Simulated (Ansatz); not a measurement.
**Fields on a plane of TlF (space group P4/nmm)**

```yaml
crystal:
  lattice:
    - [3.69682, 0.00000, 0.00000]
    - [0.00000, 3.69682, 0.00000]
    - [0.00000, 0.00000, 6.31063]
  atoms:
    - { symbol: Tl, position: [0.00000, 0.50000, 0.74885] }
    - { symbol: Tl, position: [0.50000, 0.00000, 0.25115] }
    - { symbol: F, position: [0.50000, 0.00000, 0.86678] }
    - { symbol: F, position: [0.00000, 0.50000, 0.13322] }
```

The slice is a (010) plane (indices of the conventional cell) through the point (0.500, 0.000, 0.251) (fractional), spanned by u = [100] and v = [001] in vectors of this cell: u (3.70 Å) and v (6.31 Å, at 90° to u). It covers one period; positions are fractions (u, v).

Atoms on it: Tl at (0.00, 0.00); F at (0.00, 0.62).

Calculation: r2SCAN (plane waves to 500 eV, PAW, scalar-relativistic; Ansatz, a program for electronic structure). k mesh 9×9×5. These are valence fields of a PAW run, semicore shells included where kept as valence: close to a nucleus they are smooth pseudo fields. Spin-orbit coupling is left out, though Tl is heavy. This is one of several known forms of TlF; the measured ambient cells at hand have space group No. 57. TlF was relaxed with its symmetry unable to fall.

```tsv
v \ u	0.00	0.12	0.25	0.38	0.50	0.62	0.75	0.88
0.86	0.37	0.34	0.22	0.05	0.01	0.05	0.22	0.34
0.71	0.80	0.73	0.32	0.03	0.01	0.03	0.32	0.73
0.57	x	0.81	0.51	0.04	0.03	0.04	0.51	0.81
0.43	0.27	0.14	0.03	0.03	0.04	0.03	0.03	0.14
0.29	0.19	0.13	0.04	0.02	0.02	0.02	0.04	0.13
0.14	0.47	0.46	0.44	0.24	0.03	0.24	0.44	0.46
0.00	x	x	0.44	0.26	0.04	0.26	0.44	x
```

Values: electron localisation function (ELF). Points within 0.5 Å of a nucleus are blanked (x), as the pseudised field means little there.

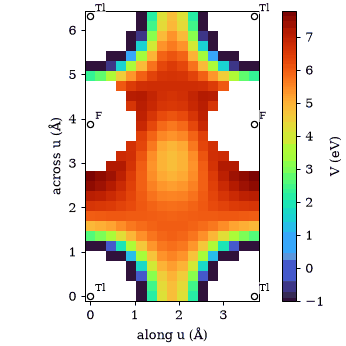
Electrostatic potential energy of an electron, from the cell's mean, in eV, one period of the plane, atoms marked. Points within 1 Å of a nucleus are left white, as the pseudised field means little there. Values under -1 eV are set to -1. The zero, the cell's mean, hangs on the PAW cores.

Density on the Tl–F line (2.43 Å) at its density minimum, 1.3 Å from Tl: 0.29 e/Å³
ELF at that point: 0.11
Character of the Tl–F contact (rough rule: ELF there above 0.7 covalent, below 0.2 ionic, polar between): closed-shell (ionic)
